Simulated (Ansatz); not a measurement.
## Nudged elastic band, with input and output: GaNH₃SF

The run: nudged elastic band of GaNH₃SF. Method and program: RHF/def2-TZVP (Ansatz 0.2.0).

One setting was made poor on purpose. It belongs to a series of runs on one base structure; here: band between the two ends. Figures and captions count atoms from 1; the log counts them from 0 in places.

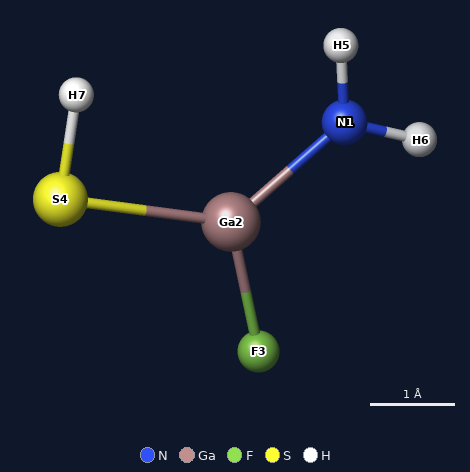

Fig. 1: The structure as given in the input (ball-and-stick view, seen at a tilt; atoms are numbered from 1 in the order of the input). Sticks mark near contacts.

Input
```yaml
crystal:
  periodic: [false, false, false]
  atoms:
    - { symbol: "N", position_ang: [0.649406, 1.11133, -0.072602] }
    - { symbol: Ga, position_ang: [0.268361, -0.629548, 0.182894] }
    - { symbol: F, position_ang: [1.577574, -1.63741, 0.711664] }
    - { symbol: S, position_ang: [-1.663725, -1.644508, -0.094017] }
    - { symbol: H, position_ang: [0.000952, 1.800616, -0.372035] }
    - { symbol: H, position_ang: [1.555932, 1.489344, 0.077029] }
    - { symbol: H, position_ang: [-2.327201, -0.557924, -0.478632] }
basis:
  gaussian: { orbitals: def2-TZVP }
hamiltonian:
  xc: hf
neb:
  order_check: false
  images: 7
  f_tol: 0.2
  max_iterations: 60
  initial_path: idpp
  final_atoms:
    - { symbol: "N", position_ang: [0.6499842, 1.11162382, -0.07257626] }
    - { symbol: Ga, position_ang: [0.26802422, -0.62939306, 0.18056908] }
    - { symbol: F, position_ang: [1.57587514, -1.63512847, 0.71579766] }
    - { symbol: S, position_ang: [-1.66312305, -1.64573805, -0.09698016] }
    - { symbol: H, position_ang: [1.55552815, 1.49000218, 0.08363712] }
    - { symbol: H, position_ang: [0.00343716, 1.79943205, -0.37822657] }
    - { symbol: H, position_ang: [-2.32842681, -0.55889847, -0.47791987] }
```

Run on 2 threads of AMD EPYC (Zen 3), 16 GiB of memory available, shared host.

Launched with:
```bash
ansatz run input.yaml --threads 2 --pin off --max-ram 3072MiB --backend cpu --events-out ev --progress --plain --runs-dir out
```

The program's output
```
Engine: ansatz 0.2.0, x86_64-unknown-linux-gnu
Functional definition: HF
  exchange = exact_x
  correlation = 0
1315 factors; their error is unknown
mean field evaluation 1: about -67387.0186 eV, gradient 4.6e1 eV
mean field evaluation 2: about -67389.5930 eV, gradient 3.1e1 eV
mean field evaluation 4: about -67391.0195 eV, gradient 1.5e0 eV
mean field evaluation 8: about -67391.0262 eV, gradient 3.2e-2 eV
mean field evaluation 16: about -67387.9869 eV, gradient 4.6e1 eV
mean field -67391.98467054 eV, -2476.6097567143 hartree, gradient 1.1e-5 eV, S^2 0.000000; 0 other end points of the search recorded, 0 dependent functions left out
the calculation of the forces begins
reference -67391.98467054 eV, -2476.6097567143 hartree; 33, 33 occupied and 132, 132 virtual orbitals, 1315 factors
1315 factors; their error is unknown
mean field evaluation 32: about -67387.9868 eV, gradient 4.6e1 eV
mean field -67391.98465334 eV, -2476.6097560826 hartree, gradient 1.1e-5 eV, S^2 0.000000; 0 other end points of the search recorded, 0 dependent functions left out
[... from here on the field's lines of each further geometry are left out, up to the last ...]
NEB iter   1: max|band force component| = 8.607e-1 eV/Å  barrier→ = 0.3842 eV  barrier← = 0.3842 eV  Δτ_max = 0.1583 Å  (318 SCF iters)
NEB iter   2: max|band force component| = 4.752e-1 eV/Å  barrier→ = 0.3519 eV  barrier← = 0.3518 eV  CI = image 4  Δτ_max = 0.1396 Å  (250 SCF iters)
NEB iter   3: max|band force component| = 4.373e-1 eV/Å  barrier→ = 0.3233 eV  barrier← = 0.3233 eV  CI = image 4  Δτ_max = 0.0620 Å  (243 SCF iters)
NEB iter   4: max|band force component| = 2.760e-1 eV/Å  barrier→ = 0.3094 eV  barrier← = 0.3094 eV  CI = image 4  Δτ_max = 0.0776 Å  (223 SCF iters)
the calculation of the forces begins
reference -67391.94778354 eV, -2476.6084011421 hartree; 33, 33 occupied and 132, 132 virtual orbitals, 1315 factors
1315 factors; their error is unknown
mean field -67391.69116861 eV, -2476.5989707177 hartree, gradient 1.2e-5 eV, S^2 0.000000; 1 other end points of the search recorded, 0 dependent functions left out
the calculation of the forces begins
reference -67391.69116861 eV, -2476.5989707177 hartree; 33, 33 occupied and 132, 132 virtual orbitals, 1315 factors
NEB iter   5: max|band force component| = 1.983e-1 eV/Å  barrier→ = 0.2935 eV  barrier← = 0.2935 eV  CI = image 4  Δτ_max = 0.0000 Å  (624 SCF iters)
```

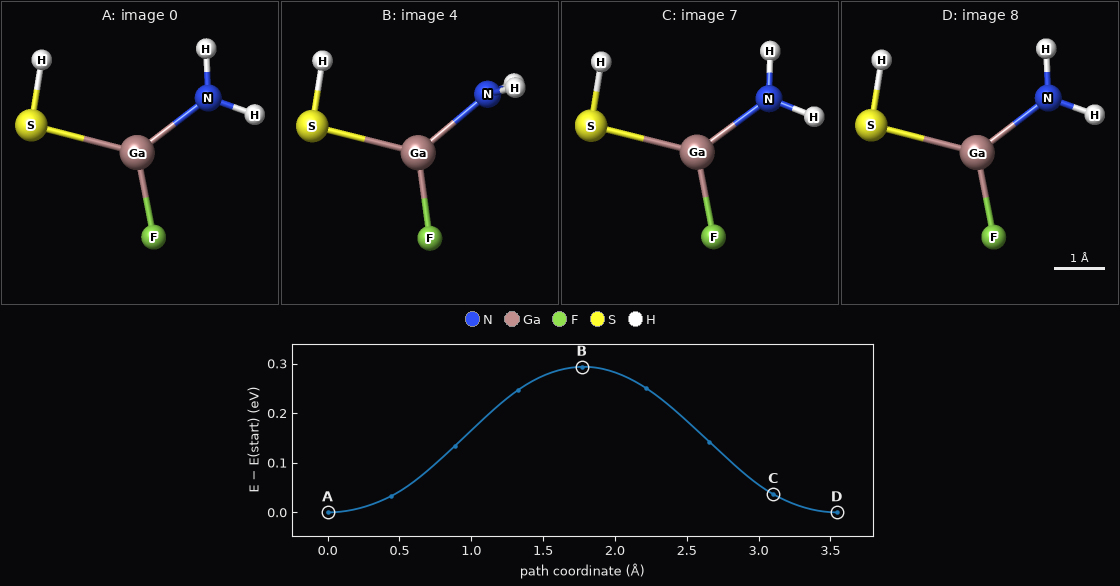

Fig. 2: Images of the last band (counted from 0; ball-and-stick, seen on its broad side) above the energy along the path; the line is a cubic interpolation that uses the forces. The highest image is number 4, 0.294 eV above the start and 0.293 eV above the end (the climbing image); start and end have the same energy. The path is 3.55 Å long. The band converged in 5 iterations.

```
Total energy: -67391.69116861 eV, -2476.5989707177 hartree
Atom 0 at     0.458493     1.192060     0.195547 Å, force    -0.197343     0.009048    -0.022205 eV/Å
Atom 1 at     0.207956    -0.614347     0.235957 Å, force    -0.052667    -0.011924     0.051476 eV/Å
Atom 2 at     1.175939    -1.664827     1.226268 Å, force     0.023353     0.051023    -0.016342 eV/Å
Atom 3 at    -1.340666    -1.718516    -0.865883 Å, force     0.037921     0.000575    -0.015791 eV/Å
Atom 4 at     0.153216     1.777591     0.940253 Å, force     0.023006    -0.061391     0.037341 eV/Å
Atom 5 at     1.223000     1.613014    -0.275265 Å, force     0.179264     0.001144    -0.043896 eV/Å
Atom 6 at    -1.816639    -0.653075    -1.502575 Å, force    -0.013534     0.011524     0.009417 eV/Å
Dipole moment:    -0.053253     0.635718    -0.166622 e Å
this run last wrote the band of iteration 5 to [file]
```

The last band as extended XYZ (Å, eV, eV/Å)
```
7
Properties=species:S:1:pos:R:3:forces:R:3 image=0 energy=-67391.98467
N     0.6494    1.1113   -0.0726   -0.0062   0.0113  -0.0037
Ga    0.2684   -0.6295    0.1829   -0.0001  -0.0103   0.0020
F     1.5776   -1.6374    0.7117   -0.0064   0.0081  -0.0032
S    -1.6637   -1.6445   -0.0940    0.0032   0.0029   0.0002
H     0.0010    1.8006   -0.3720    0.0052  -0.0113   0.0034
H     1.5559    1.4893    0.0770    0.0059   0.0010   0.0014
H    -2.3272   -0.5579   -0.4786   -0.0016  -0.0015   0.0000
7
Properties=species:S:1:pos:R:3:forces:R:3 image=1 energy=-67391.95179
N     0.6281    1.1218    0.0371   -0.0443  -0.0368  -0.0209
Ga    0.2596   -0.6329    0.2177   -0.0002   0.0038   0.0220
F     1.5254   -1.6681    0.7953    0.0194   0.0115  -0.0404
S    -1.6540   -1.6238   -0.2251   -0.0047  -0.0225  -0.0066
H    -0.0668    1.8282   -0.0174    0.0050   0.0225  -0.0967
H     1.5465    1.4977    0.0260    0.0447   0.0079   0.1062
H    -2.1775   -0.5911   -0.8793   -0.0198   0.0136   0.0364
7
Properties=species:S:1:pos:R:3:forces:R:3 image=2 energy=-67391.85104
N     0.5943    1.1399    0.0861   -0.0191   0.0365  -0.0383
Ga    0.2490   -0.6280    0.2290   -0.0625  -0.0377   0.0607
F     1.4233   -1.6886    0.9414    0.0578   0.0357  -0.0958
S    -1.5904   -1.6417   -0.4262   -0.0163  -0.0254   0.0134
H    -0.0571    1.8430    0.3456   -0.0899   0.0026  -0.1504
H     1.4924    1.5262   -0.0809    0.1417  -0.0348   0.1706
H    -2.0502   -0.6190   -1.1408   -0.0117   0.0230   0.0398
7
Properties=species:S:1:pos:R:3:forces:R:3 image=3 energy=-67391.73763
N     0.5313    1.1693    0.1226   -0.0802  -0.0148  -0.0856
Ga    0.2381   -0.6219    0.2252   -0.1100  -0.0304   0.1059
F     1.3003   -1.6859    1.0969    0.0622   0.0677  -0.1037
S    -1.4729   -1.6843   -0.6578    0.0022  -0.0185   0.0105
H     0.0216    1.8234    0.6706   -0.0983  -0.0092  -0.0476
H     1.3876    1.5646   -0.1819    0.2279  -0.0132   0.1008
H    -1.9446   -0.6332   -1.3212   -0.0039   0.0184   0.0197
7
Properties=species:S:1:pos:R:3:forces:R:3 image=4 energy=-67391.69117
N     0.4585    1.1921    0.1955   -0.1973   0.0090  -0.0222
Ga    0.2080   -0.6143    0.2360   -0.0527  -0.0119   0.0515
F     1.1759   -1.6648    1.2263    0.0234   0.0510  -0.0163
S    -1.3407   -1.7185   -0.8659    0.0379   0.0006  -0.0158
H     0.1532    1.7776    0.9403    0.0230  -0.0614   0.0373
H     1.2230    1.6130   -0.2753    0.1793   0.0011  -0.0439
H    -1.8166   -0.6531   -1.5026   -0.0135   0.0115   0.0094
7
Properties=species:S:1:pos:R:3:forces:R:3 image=5 energy=-67391.73344
N     0.3993    1.1995    0.3020   -0.1894  -0.0078   0.0320
Ga    0.1851   -0.6064    0.2399   -0.0761  -0.0410   0.0445
F     1.0297   -1.6403    1.3506   -0.0078   0.0120   0.0653
S    -1.1691   -1.7451   -1.0696    0.0988   0.0555  -0.0233
H     0.2993    1.7234    1.1411    0.1130  -0.1206   0.1168
H     0.9931    1.6808   -0.3273    0.0699   0.0927  -0.2310
H    -1.6763   -0.6800   -1.6825   -0.0083   0.0093  -0.0044
7
Properties=species:S:1:pos:R:3:forces:R:3 image=6 energy=-67391.84227
N     0.3671    1.1817    0.3912   -0.0651   0.1603   0.1102
Ga    0.1642   -0.6049    0.2444   -0.0070  -0.1558  -0.0359
F     0.8701   -1.5992    1.4784   -0.0476  -0.0306   0.1014
S    -0.9534   -1.7593   -1.2591    0.0665   0.0600  -0.0169
H     0.4103    1.6310    1.2768    0.1758  -0.0703   0.0579
H     0.6979    1.7835   -0.3232   -0.1312   0.0305  -0.1901
H    -1.4949   -0.7009   -1.8541    0.0085   0.0059  -0.0266
7
Properties=species:S:1:pos:R:3:forces:R:3 image=7 energy=-67391.94778
N     0.3054    1.1657    0.4662   -0.0135   0.0013   0.0697
Ga    0.1481   -0.6160    0.2605    0.0057  -0.0474  -0.0334
F     0.7253   -1.5796    1.5823   -0.0376  -0.0265   0.0404
S    -0.7121   -1.7516   -1.4164    0.0177   0.0252   0.0068
H     0.4893    1.5652    1.3572    0.1162   0.0297  -0.0114
H     0.3309    1.8422   -0.2580   -0.1131   0.0106  -0.0491
H    -1.2256   -0.6939   -2.0375    0.0247   0.0071  -0.0229
7
Properties=species:S:1:pos:R:3:forces:R:3 image=8 energy=-67391.98465
N     0.6495    1.1121   -0.0684    0.0112  -0.0018   0.0011
Ga    0.2677   -0.6296    0.1804   -0.0035  -0.0037   0.0116
F     1.5743   -1.6355    0.7184    0.0013  -0.0003  -0.0034
S    -1.6618   -1.6466   -0.1056    0.0019   0.0050  -0.0036
H     1.5543    1.4908    0.0916   -0.0076  -0.0020  -0.0038
H     0.0036    1.8001   -0.3751   -0.0026   0.0061  -0.0012
H    -2.3264   -0.5595   -0.4870   -0.0007  -0.0034  -0.0007
```

Summary

```json
{"quantity": "outcome", "value": "converged"}
{"quantity": "barrier, forward", "value": "0.293 eV"}
{"quantity": "barrier, backward", "value": "0.293 eV"}
{"quantity": "wall time", "value": "90 s (CPU time 2.9 min)"}
{"quantity": "peak memory", "value": "0.46 GiB"}
```

Remarks

A deliberately poor setting: loose force. The order of the saddle point was not checked.
